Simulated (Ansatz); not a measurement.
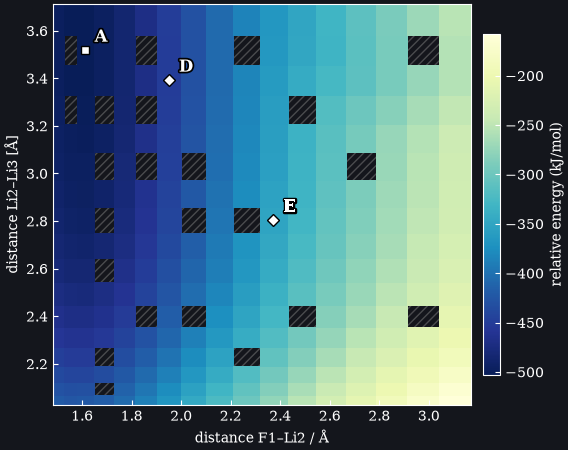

The system F + Li₂, spin multiplicity 2. The first coordinate is: distance F1–Li2; the second: distance Li2–Li3. Nothing is relaxed (the angle F1–Li2–Li3 is fixed at 180 degrees). Grid: 17 × 17 points. At 23 points there is no value. Points are written as (first, second). Energies are in kJ/mol, from F far from the relaxed LiLi (each part in its own basis). The D4 coefficients can switch as the alkali atoms part, which puts small steps into the map. Method: Ansatz, UKS B3LYP-D4/def2-TZVPD.

In the figure: one coloured cell a grid point, hatched blanks where no value was computed, lettered points.

**Rank the lettered points by energy, lowest first.**

A (−503 kJ/mol), D (−451 kJ/mol), E (−352 kJ/mol).
